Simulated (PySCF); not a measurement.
# Geometry relaxation, with input and output: CH4OZn (part 1 of 2)

System: CH4OZn.
Method: MP2/6-31G*, RHF (PySCF 2.14.0).

The geometry comes from this level: PBE0-D4/def2-TZVP.

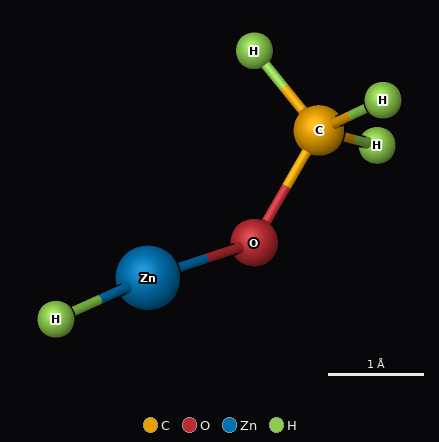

*The input geometry (ball-and-stick view, seen at a tilt). Sticks mark near contacts.*

Bond lengths as drawn: C–H 1.10 Å, C–O 1.40 Å, H–Zn 1.51 Å and O–Zn 1.77 Å.

**The input (run.py)**
```python
from pyscf import gto, mp
from pyscf.geomopt.geometric_solver import kernel as optimise

molecule = gto.M(
    atom='''
C     -1.370618     1.403311    -0.290640
O      0.056692    -0.610193    -1.220952
Zn     2.357244    -2.507289     0.292530
H     -2.591192     2.122729    -1.802232
H     -0.196720     2.988980     0.358481
H     -2.604610     0.851700     1.286148
H      4.349394    -4.249427     1.376665
''',
    verbose=3,
    unit='bohr',
    spin=0,
    max_memory=1860,
    basis='6-31g*',
)

mf = molecule.RHF()
mf.conv_tol = 1e-10
mf.kernel()
if not mf.converged:
    mf = mf.newton().run(mf.mo_coeff, mf.mo_occ)
pt = mp.MP2(mf, frozen=7).run()
converged, mol_eq = optimise(pt, maxsteps=60, convergence_set='GAU_TIGHT')
print('converged:', converged)
print(mol_eq.tostring())

mf.reset(mol_eq)
molecule = mol_eq
mf.kernel()
if not mf.converged:
    mf = mf.newton().run(mf.mo_coeff, mf.mo_occ)
pt = mp.MP2(mf, frozen=7).run()
etot = pt.e_tot
print('E(%s) = %.9f' % ('MP2', etot))
```

Hardware: 1 thread of Intel Xeon @ 2.50GHz (Skylake/Cascade Lake), 189 GiB of memory available, shared host.

Launched with:
```bash
OMP_NUM_THREADS=1 python run.py
```

**What the program printed**
```
converged SCF energy = -1892.5257482563
E(RMP2) = -1893.13757949539  E_corr = -0.611831239095291
E(SCS-RMP2) = -1893.10155647614  E_corr = -0.575808219841519

#|     Arguments passed to driver run_optimizer():      |#
convergence_set           GAU_TIGHT
customengine              <pyscf.geomopt.geometric_solver.PySCFEngine object>
maxiter                   60
----------------------------------------------------------
Custom engine selected.
Bonds will be generated from interatomic distances less than 1.20 times sum of covalent radii
21 internal coordinates being used (instead of 21 Cartesians)
Internal coordinate system (atoms numbered from 1):
Distance 1-2
Distance 1-4
Distance 1-5
Distance 1-6
Distance 2-3
Distance 3-7
Angle 2-1-4
Angle 2-1-5
Angle 2-1-6
Angle 4-1-5
Angle 4-1-6
Angle 5-1-6
Angle 1-2-3
LinearAngleX 2-3-7
LinearAngleY 2-3-7
Dihedral 4-1-2-3
Dihedral 5-1-2-3
Dihedral 6-1-2-3
Translation-X 1-7
Translation-Y 1-7
Translation-Z 1-7
Rotation-A 1-7
Rotation-B 1-7
Rotation-C 1-7
<class 'geometric.internal.Distance'> : 6
<class 'geometric.internal.Angle'> : 7
<class 'geometric.internal.LinearAngle'> : 2
<class 'geometric.internal.Dihedral'> : 3
<class 'geometric.internal.TranslationX'> : 1
<class 'geometric.internal.TranslationY'> : 1
<class 'geometric.internal.TranslationZ'> : 1
<class 'geometric.internal.RotationA'> : 1
<class 'geometric.internal.RotationB'> : 1
<class 'geometric.internal.RotationC'> : 1
> ===== Optimization Info: ====
> Job type: Energy minimization
> Maximum number of optimization cycles: 60
> Initial / maximum trust radius (Angstrom): 0.100 / 0.300
> Convergence Criteria:
> Will converge when all 5 criteria are reached:
>  |Delta-E| < 1.00e-06
>  RMS-Grad  < 1.00e-05
>  Max-Grad  < 1.50e-05
>  RMS-Disp  < 4.00e-05
>  Max-Disp  < 6.00e-05
> === End Optimization Info ===

Geometry optimization cycle 1
Cartesian coordinates (Angstrom)
 Atom        New coordinates             dX        dY        dZ
   C  -0.725300   0.742600  -0.153800    0.000000  0.000000  0.000000
   O   0.030000  -0.322900  -0.646100    0.000000  0.000000  0.000000
  Zn   1.247400  -1.326800   0.154800   -0.000000  0.000000  0.000000
   H  -1.371200   1.123300  -0.953700    0.000000  0.000000  0.000000
   H  -0.104100   1.581700   0.189700    0.000000  0.000000  0.000000
   H  -1.378300   0.450700   0.680600    0.000000  0.000000  0.000000
   H   2.301600  -2.248700   0.728500    0.000000  0.000000  0.000000
converged SCF energy = -1892.5257482563
E(RMP2_Scanner) = -1893.13757949155  E_corr = -0.611831235256648
E(SCS-RMP2_Scanner) = -1893.10155647266  E_corr = -0.575808216358978
--------------- RMP2_Scanner gradients ---------------
         x                y                z
0 C     0.0057373493    -0.0078249985    -0.0029947169
1 O    -0.0117793905     0.0136831332     0.0011694926
2 Zn     0.0066723816    -0.0059866107     0.0032711337
3 H     0.0001322151    -0.0001551468    -0.0000632906
4 H    -0.0003959578    -0.0005951335    -0.0004814738
5 H     0.0003787419     0.0000911229    -0.0007946777
6 H    -0.0007453395     0.0007876333    -0.0001064673
----------------------------------------------
cycle 1: E = -1893.13757949  dE = -1893.14  norm(grad) = 0.0228973
Step    0 : Gradient = 8.654e-03/1.809e-02 (rms/max) Energy = -1893.1375794916
Hessian Eigenvalues: 2.30000e-02 5.00000e-02 5.00000e-02 ... 3.37910e-01 3.40903e-01 4.63316e-01

Geometry optimization cycle 2
Cartesian coordinates (Angstrom)
 Atom        New coordinates             dX        dY        dZ
   C  -0.725120   0.742436  -0.154008    0.000179 -0.000164 -0.000207
   O   0.037233  -0.332698  -0.650813    0.007233 -0.009798 -0.004713
  Zn   1.242171  -1.321720   0.153092   -0.005228  0.005080 -0.001708
   H  -1.372409   1.125081  -0.952037   -0.001209  0.001781  0.001663
   H  -0.103062   1.581706   0.191670    0.001038  0.000006  0.001970
   H  -1.377207   0.450251   0.682764    0.001094 -0.000449  0.002164
   H   2.298493  -2.245156   0.729331   -0.003107  0.003544  0.000831
converged SCF energy = -1892.52530247978
E(RMP2_Scanner) = -1893.13789339545  E_corr = -0.612590915664743
E(SCS-RMP2_Scanner) = -1893.10183518368  E_corr = -0.576532703892274
--------------- RMP2_Scanner gradients ---------------
         x                y                z
0 C     0.0021480898    -0.0031973637    -0.0018137320
1 O    -0.0015027694     0.0021038456     0.0010236107
2 Zn     0.0008778602    -0.0010309652    -0.0001350950
3 H    -0.0005812997     0.0007062342     0.0000976030
4 H    -0.0003210071     0.0007385086     0.0002987122
5 H    -0.0005500718     0.0005302844     0.0003782042
6 H    -0.0000708019     0.0001494561     0.0001506969
----------------------------------------------
cycle 2: E = -1893.1378934  dE = -0.000313904  norm(grad) = 0.00548378
Step    1 : Displace = 6.188e-03/1.306e-02 (rms/max) Trust = 1.000e-01 (=) Grad = 2.073e-03/4.258e-03 (rms/max) E (change) = -1893.1378933954 (-3.139e-04) Quality = 1.143
Hessian Eigenvalues: 2.29988e-02 5.00000e-02 5.00000e-02 ... 3.39967e-01 3.45703e-01 4.40564e-01

Geometry optimization cycle 3
Cartesian coordinates (Angstrom)
 Atom        New coordinates             dX        dY        dZ
   C  -0.725840   0.743757  -0.152940   -0.000720  0.001321  0.001067
   O   0.036898  -0.333275  -0.653993   -0.000336 -0.000577 -0.003180
  Zn   1.238410  -1.316993   0.154098   -0.003762  0.004727  0.001006
   H  -1.371598   1.123816  -0.952169    0.000811 -0.001265 -0.000132
   H  -0.098710   1.578573   0.191893    0.004351 -0.003133  0.000223
   H  -1.374083   0.445618   0.683710    0.003123 -0.004633  0.000946
   H   2.295025  -2.241596   0.729401   -0.003468  0.003560  0.000070
converged SCF energy = -1892.52515788332
E(RMP2_Scanner) = -1893.1379235754  E_corr = -0.612765692078705
E(SCS-RMP2_Scanner) = -1893.10184816806  E_corr = -0.576690284735432
--------------- RMP2_Scanner gradients ---------------
         x                y                z
0 C     0.0003669013    -0.0007363703    -0.0007724544
1 O     0.0002219560     0.0002343856     0.0011493619
2 Zn    -0.0004913959     0.0002430928    -0.0007183824
3 H    -0.0001007396     0.0000847359    -0.0000819868
4 H     0.0001014891     0.0001864677     0.0001190229
5 H    -0.0001341059    -0.0000195107     0.0002016422
6 H     0.0000358950     0.0000071989     0.0001027964
----------------------------------------------
cycle 3: E = -1893.13792358  dE = -3.018e-05  norm(grad) = 0.00191563
Step    2 : Displace = 4.462e-03/6.126e-03 (rms/max) Trust = 1.414e-01 (+) Grad = 7.240e-04/1.194e-03 (rms/max) E (change) = -1893.1379235754 (-3.018e-05) Quality = 1.141
Hessian Eigenvalues: 2.29829e-02 5.00000e-02 5.00000e-02 ... 3.38607e-01 3.41875e-01 4.30683e-01

Geometry optimization cycle 4
Cartesian coordinates (Angstrom)
 Atom        New coordinates             dX        dY        dZ
   C  -0.725974   0.744029  -0.152767   -0.000133  0.000272  0.000173
   O   0.036419  -0.333707  -0.657257   -0.000479 -0.000432 -0.003263
  Zn   1.237715  -1.315717   0.155090   -0.000694  0.001276  0.000992
   H  -1.372078   1.124560  -0.950946   -0.000480  0.000744  0.001223
   H  -0.097484   1.577243   0.191808    0.001226 -0.001330 -0.000086
   H  -1.372580   0.444016   0.683796    0.001504 -0.001602  0.000086
   H   2.294082  -2.240524   0.730276   -0.000943  0.001072  0.000875
converged SCF energy = -1892.52510058297
E(RMP2_Scanner) = -1893.1379299325  E_corr = -0.612829349527224
E(SCS-RMP2_Scanner) = -1893.1018559328  E_corr = -0.576755349831195
--------------- RMP2_Scanner gradients ---------------
         x                y                z
0 C    -0.0002656294     0.0002114180    -0.0002329222
1 O     0.0004067964    -0.0001987354     0.0006440478
2 Zn    -0.0002725736     0.0001264634    -0.0004345833
3 H     0.0000484367    -0.0000436825     0.0000102627
4 H     0.0000257683    -0.0000556934    -0.0000005071
5 H     0.0000438105    -0.0000381496    -0.0000156892
6 H     0.0000133912    -0.0000016205     0.0000293913
----------------------------------------------
cycle 4: E = -1893.13792993  dE = -6.3571e-06  norm(grad) = 0.00103982
Step    3 : Displace = 1.981e-03/3.325e-03 (rms/max) Trust = 2.000e-01 (+) Grad = 3.930e-04/7.873e-04 (rms/max) E (change) = -1893.1379299325 (-6.357e-06) Quality = 1.457
Hessian Eigenvalues: 2.28173e-02 5.00000e-02 5.00000e-02 ... 3.40084e-01 3.65536e-01 4.90080e-01

Geometry optimization cycle 5
Cartesian coordinates (Angstrom)
 Atom        New coordinates             dX        dY        dZ
   C  -0.725381   0.743402  -0.152853    0.000593 -0.000627 -0.000086
   O   0.035290  -0.334161  -0.663042   -0.001129 -0.000453 -0.005786
  Zn   1.236248  -1.313756   0.155623   -0.001467  0.001961  0.000534
   H  -1.373043   1.126119  -0.948551   -0.000966  0.001559  0.002395
   H  -0.095198   1.574968   0.191917    0.002287 -0.002275  0.000109
   H  -1.369903   0.441199   0.684245    0.002677 -0.002817  0.000449
   H   2.292088  -2.237872   0.732661   -0.001994  0.002652  0.002385
converged SCF energy = -1892.52504577031
E(RMP2_Scanner) = -1893.13793477686  E_corr = -0.612889006553863
E(SCS-RMP2_Scanner) = -1893.10186278899  E_corr = -0.576817018687059
--------------- RMP2_Scanner gradients ---------------
         x                y                z
0 C    -0.0005020516     0.0006417912     0.0001512082
1 O     0.0002790561    -0.0002838349     0.0001277702
2 Zn     0.0000265574    -0.0000344899    -0.0000480261
3 H     0.0000981793    -0.0000992541     0.0000109594
4 H    -0.0000037435    -0.0001553954    -0.0000688951
5 H     0.0001102925    -0.0000533563    -0.0001204412
6 H    -0.0000082902    -0.0000154606    -0.0000525754
----------------------------------------------
cycle 5: E = -1893.13793478  dE = -4.84436e-06  norm(grad) = 0.00097308
Step    4 : Displace = 3.655e-03/5.911e-03 (rms/max) Trust = 2.828e-01 (+) Grad = 3.678e-04/8.287e-04 (rms/max) E (change) = -1893.1379347769 (-4.844e-06) Quality = 1.424
Hessian Eigenvalues: 2.22107e-02 4.43715e-02 5.00000e-02 ... 3.40253e-01 3.72956e-01 5.21131e-01

Geometry optimization cycle 6
Cartesian coordinates (Angstrom)
 Atom        New coordinates             dX        dY        dZ
   C  -0.724175   0.741977  -0.153240    0.001206 -0.001424 -0.000387
   O   0.033922  -0.334634  -0.669919   -0.001368 -0.000474 -0.006876
  Zn   1.234163  -1.311667   0.154916   -0.002085  0.002088 -0.000708
   H  -1.374251   1.128183  -0.945320   -0.001207  0.002064  0.003231
   H  -0.092387   1.572086   0.192251    0.002811 -0.002882  0.000334
   H  -1.366449   0.437795   0.684929    0.003454 -0.003404  0.000684
   H   2.289277  -2.233840   0.736384   -0.002811  0.004032  0.003723
converged SCF energy = -1892.52500632014
E(RMP2_Scanner) = -1893.13793802773  E_corr = -0.612931707593697
E(SCS-RMP2_Scanner) = -1893.10186570527  E_corr = -0.576859385134297
--------------- RMP2_Scanner gradients ---------------
         x                y                z
0 C    -0.0003841026     0.0005389106     0.0002231779
1 O     0.0000989873    -0.0001987370    -0.0001405260
2 Zn     0.0001491956    -0.0000664951     0.0001892929
3 H     0.0000750356    -0.0000732422     0.0000120238
4 H    -0.0000201894    -0.0001339316    -0.0000681730
5 H     0.0000927717    -0.0000339664    -0.0001184097
6 H    -0.0000116984    -0.0000325382    -0.0000973860
----------------------------------------------
cycle 6: E = -1893.13793803  dE = -3.25087e-06  norm(grad) = 0.000829407
Step    5 : Displace = 4.731e-03/7.025e-03 (rms/max) Trust = 3.000e-01 (+) Grad = 3.135e-04/6.984e-04 (rms/max) E (change) = -1893.1379380277 (-3.251e-06) Quality = 1.421
Hessian Eigenvalues: 2.08030e-02 3.43953e-02 5.00000e-02 ... 3.40387e-01 3.66375e-01 4.70913e-01

Geometry optimization cycle 7
Cartesian coordinates (Angstrom)
 Atom        New coordinates             dX        dY        dZ
   C  -0.722818   0.740372  -0.153661    0.001356 -0.001606 -0.000421
   O   0.032683  -0.334956  -0.676132   -0.001238 -0.000322 -0.006213
  Zn   1.232079  -1.310172   0.152943   -0.002084  0.001495 -0.001973
   H  -1.375335   1.130075  -0.942170   -0.001084  0.001891  0.003150
   H  -0.089748   1.569405   0.192705    0.002639 -0.002681  0.000455
   H  -1.363128   0.434633   0.685711    0.003321 -0.003162  0.000782
   H   2.286367  -2.229456   0.740604   -0.002910  0.004384  0.004220
converged SCF energy = -1892.52498600347
E(RMP2_Scanner) = -1893.13793993276  E_corr = -0.612953929297082
E(SCS-RMP2_Scanner) = -1893.10186566217  E_corr = -0.576879658706666
--------------- RMP2_Scanner gradients ---------------
         x                y                z
0 C    -0.0000916898     0.0001543691     0.0000985545
1 O    -0.0000419109    -0.0000457730    -0.0001615053
2 Zn     0.0001080450    -0.0000095078     0.0002191061
3 H     0.0000208895    -0.0000170792     0.0000032550
4 H    -0.0000166644    -0.0000405712    -0.0000244958
5 H     0.0000250391    -0.0000037356    -0.0000459982
6 H    -0.0000037084    -0.0000377024    -0.0000889163
----------------------------------------------
cycle 7: E = -1893.13793993  dE = -1.90503e-06  norm(grad) = 0.000383429
Step    6 : Displace = 4.652e-03/6.759e-03 (rms/max) Trust = 3.000e-01 (=) Grad = 1.449e-04/2.445e-04 (rms/max) E (change) = -1893.1379399328 (-1.905e-06) Quality = 1.301
Hessian Eigenvalues: 1.98360e-02 3.36119e-02 5.00000e-02 ... 3.40248e-01 3.53473e-01 4.54115e-01

Geometry optimization cycle 8
Cartesian coordinates (Angstrom)
 Atom        New coordinates             dX        dY        dZ
   C  -0.722143   0.739595  -0.153846    0.000675 -0.000776 -0.000185
   O   0.032169  -0.334992  -0.678911   -0.000515 -0.000036 -0.002779
  Zn   1.231101  -1.309923   0.151034   -0.000979  0.000249 -0.001908
   H  -1.375877   1.130946  -0.940621   -0.000542  0.000871  0.001549
   H  -0.088510   1.568178   0.192983    0.001238 -0.001227  0.000277
   H  -1.361479   0.433123   0.686174    0.001649 -0.001510  0.000463
   H   2.284841  -2.227027   0.743187   -0.001526  0.002429  0.002583
converged SCF energy = -1892.52498551761
E(RMP2_Scanner) = -1893.13794040594  E_corr = -0.612954888325629
E(SCS-RMP2_Scanner) = -1893.1018648019  E_corr = -0.576879284287565
--------------- RMP2_Scanner gradients ---------------
         x                y                z
0 C     0.0000670163    -0.0000792584    -0.0000278914
1 O    -0.0000630322     0.0000292285    -0.0000525771
2 Zn     0.0000241750     0.0000347487     0.0001132359
3 H    -0.0000114364     0.0000166099    -0.0000007153
4 H    -0.0000049290     0.0000163100     0.0000084975
5 H    -0.0000142155     0.0000080921     0.0000074853
6 H     0.0000024217    -0.0000257309    -0.0000480350
----------------------------------------------
cycle 8: E = -1893.13794041  dE = -4.73177e-07  norm(grad) = 0.000194488
Step    7 : Displace = 2.403e-03/3.866e-03 (rms/max) Trust = 3.000e-01 (=) Grad = 7.351e-05/1.209e-04 (rms/max) E (change) = -1893.1379404059 (-4.732e-07) Quality = 0.923
Hessian Eigenvalues: 1.91821e-02 3.49057e-02 5.00000e-02 ... 3.40196e-01 3.62378e-01 4.82942e-01

Geometry optimization cycle 9
Cartesian coordinates (Angstrom)
 Atom        New coordinates             dX        dY        dZ
   C  -0.721954   0.739424  -0.153840    0.000190 -0.000172  0.000006
   O   0.032083  -0.334889  -0.679785   -0.000086  0.000103 -0.000874
  Zn   1.230823  -1.310168   0.149800   -0.000278 -0.000244 -0.001234
   H  -1.376096   1.131165  -0.940083   -0.000219  0.000219  0.000538
   H  -0.088130   1.567848   0.193083    0.000380 -0.000329  0.000100
   H  -1.360865   0.432586   0.686398    0.000614 -0.000537  0.000224
   H   2.284240  -2.226066   0.744427   -0.000601  0.000961  0.001240
converged SCF energy = -1892.52498817511
E(RMP2_Scanner) = -1893.13794075073  E_corr = -0.612952575611603
E(SCS-RMP2_Scanner) = -1893.10186479902  E_corr = -0.576876623909461
--------------- RMP2_Scanner gradients ---------------
         x                y                z
0 C     0.0000773478    -0.0001019344    -0.0000519709
1 O    -0.0000342307     0.0000289750     0.0000143873
2 Zn    -0.0000153259     0.0000355972     0.0000201555
3 H    -0.0000124213     0.0000165074    -0.0000022404
4 H     0.0000007801     0.0000241327     0.0000145487
5 H    -0.0000190748     0.0000068104     0.0000181501
6 H     0.0000029248    -0.0000100883    -0.0000130303
----------------------------------------------
cycle 9: E = -1893.13794075  dE = -3.44785e-07  norm(grad) = 0.000159521
Step    8 : Displace = 9.779e-04/1.683e-03 (rms/max) Trust = 3.000e-01 (=) Grad = 6.029e-05/1.381e-04 (rms/max) E (change) = -1893.1379407507 (-3.448e-07) Quality = 2.119
Hessian Eigenvalues: 1.83464e-02 3.60206e-02 4.99995e-02 ... 3.40281e-01 3.64583e-01 4.76523e-01
```
